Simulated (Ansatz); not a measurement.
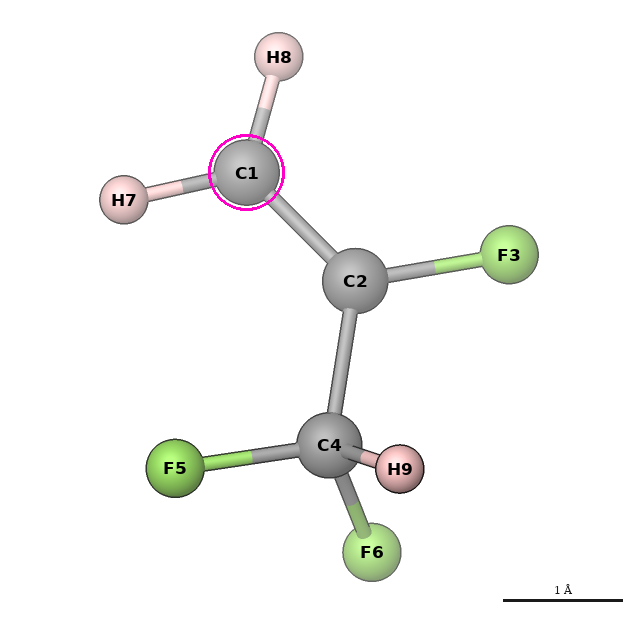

Orthographic view. Atoms fade into the background with distance from the viewer. The computed structure is the end point of a PBE0-D4/def2-TZVP optimisation.

> Which atoms are bonded to the circled atom?

The circled atom is C1; it is bonded to C2, H7, H8.

> Which atom is nearest the viewer?

H9, 1.3 Å in front of the mean position.

> Of C4 and F6, which is nearer the viewer?

C4; the bond to F6 points away from the viewer, so it looks shorter than its 1.36 Å.

> What is the shortest path along bonds from the circled atom to F6?

C1–C2–C4–F6, 3 bonds; through space the two are 3.39 Å apart.
